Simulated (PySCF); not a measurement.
C$_{5}$H$_{8}$AlCl (SMILES C=[CH][Al]([Cl])[CH]1CC1)

```yaml
atoms:
  - { symbol: C, position_ang: [3.0814, -0.0136, -0.3477] }
  - { symbol: C, position_ang: [1.7563, -0.0408, -0.4903] }
  - { symbol: Al, position_ang: [0.5647, 0.0523, 1.0960] }
  - { symbol: Cl, position_ang: [1.3529, 0.1575, 2.9627] }
  - { symbol: C, position_ang: [-1.3943, 0.0404, 0.7983] }
  - { symbol: C, position_ang: [-1.9153, 0.7238, -0.4536] }
  - { symbol: C, position_ang: [-1.9150, -0.7581, -0.3837] }
  - { symbol: H, position_ang: [3.7724, -0.0576, -1.1808] }
  - { symbol: H, position_ang: [3.5396, 0.0546, 0.6304] }
  - { symbol: H, position_ang: [1.3699, -0.1102, -1.5070] }
  - { symbol: H, position_ang: [-2.0948, 0.0809, 1.6360] }
  - { symbol: H, position_ang: [-1.2012, 1.2001, -1.1124] }
  - { symbol: H, position_ang: [-2.8608, 1.2438, -0.3967] }
  - { symbol: H, position_ang: [-2.8601, -1.2715, -0.2788] }
  - { symbol: H, position_ang: [-1.2000, -1.2935, -0.9944] }
```

Geometry: GFN2-xTB.

Theory: PySCF, PBE0/pcSseg-1, SCF density, gas phase, non-relativistic.

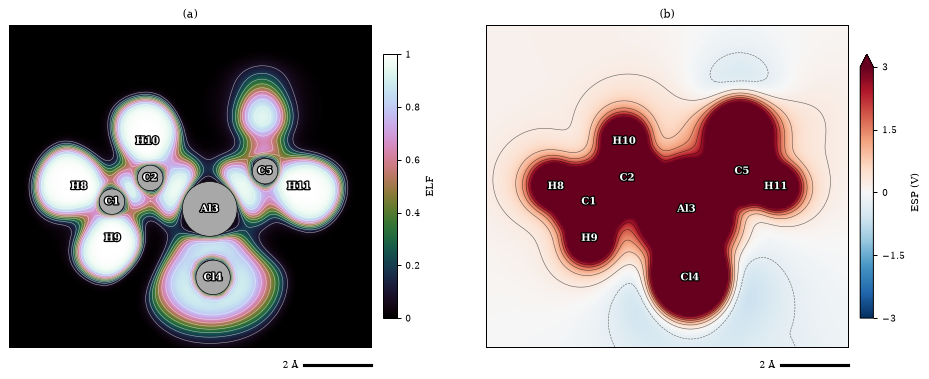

Figure 1. (a) ELF; (b) molecular electrostatic potential on the plane of atoms C2, Al3 and Cl4. Grey discs cover the atomic cores in the ELF map.

Q: Read the bonding off the picture.

A: Atoms in the plane: C, Al, Cl and H. C–C (1.33 Å): the ELF peaks at about 0.90 between the atoms; a short, multiple covalent bond. C–Al (1.98 Å): the ELF peaks at about 0.95 between the atoms; a shared but strongly polarised pair. Al–Cl (2.03 Å): the ELF peaks at about 0.85 in the valence shell of Cl, 0.9 Å from its nucleus, and is about 0.80 at the midpoint. C–H (1.08 Å): the ELF climbs to about 1 towards the hydrogen, as it does in any bond to H; an ordinary covalent bond to hydrogen. The ELF also peaks beside Cl4, away from the bonds: lone-pair regions. Outside the dense part of the molecule the potential is most negative (−0.6 V) near Cl4.

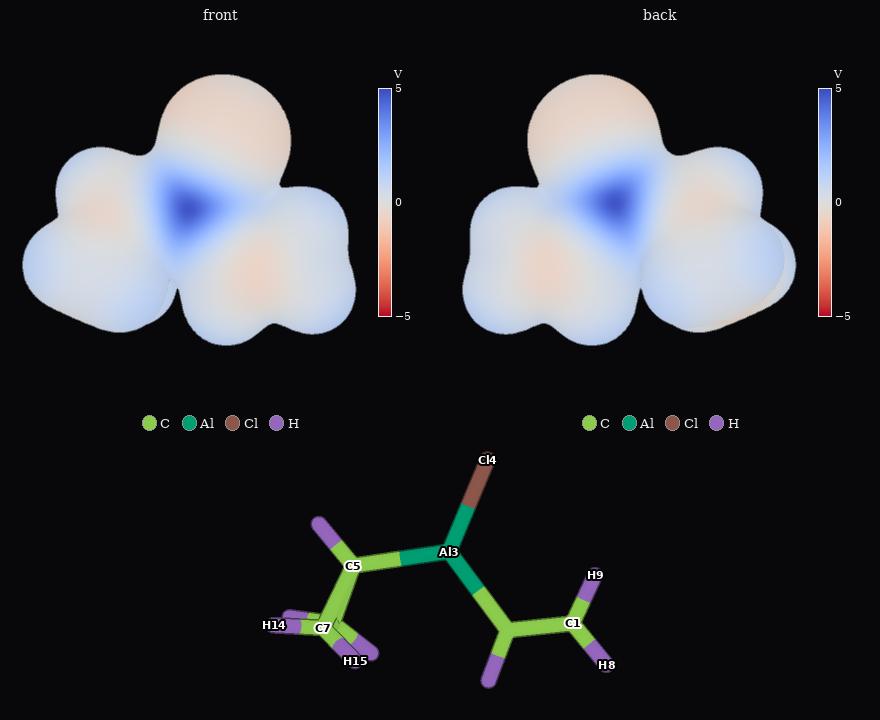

Figure 2. The electrostatic potential painted on the density surface at 0.004 e/bohr³, seen from the front and from behind; red is negative and blue positive. The bare structure is drawn below in the same view.

Q: Where is the surface potential most negative and most positive?

A: The most negative region (about −0.6 V) lies over C1, C2 and Cl4, the most positive (about +4.4 V) over Al3.

Q: What dipole moment does the calculation give?

A: Its dipole moment is 1.59 D.
